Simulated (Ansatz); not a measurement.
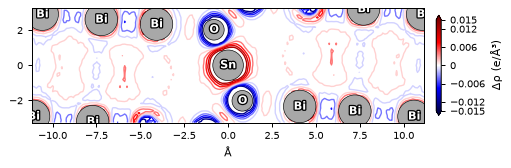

SnBi5O2. Difference of the valence pseudo-densities of two functionals at the same geometry, on the (11̄0) plane of the calculation cell: one of PBE and r2SCAN less the other.

Space group P-1; a generated structure, not necessarily the stable one; computed without spin polarisation.

Both computed with Ansatz (plane waves, PAW), on the same k-point mesh. Grey discs cover the atomic cores.

```yaml
crystal:
  lattice:
    - [3.37350, 0.00120, 0.00029]
    - [1.68572, 2.92210, 0.00322]
    - [1.60689, 0.84801, 21.59371]
  atoms:
    - { symbol: Sn, position: [0.50000, 0.50000, 0.50000] }
    - { symbol: Bi, position: [0.89930, 0.90640, 0.30263] }
    - { symbol: Bi, position: [0.10070, 0.09360, 0.69737] }
    - { symbol: Bi, position: [0.94752, 0.95011, 0.15651] }
    - { symbol: Bi, position: [0.00000, 0.00000, 0.00000] }
    - { symbol: Bi, position: [0.05248, 0.04989, 0.84349] }
    - { symbol: O, position: [0.84823, 0.84685, 0.45470] }
    - { symbol: O, position: [0.15177, 0.15315, 0.54530] }
```

**Which was subtracted from which, and what does the map show?**

It is PBE less r2SCAN. Against r2SCAN, PBE gives more density around Sn (+0.012 e/Å³ on average at 1.0 Å from the nucleus), less density around O (−0.014 e/Å³ on average at 0.7 Å from the nucleus) and a change of +0.005 e/Å³ at the midpoint of Sn–O and −0.005 e/Å³ at the midpoint of Bi–Bi.
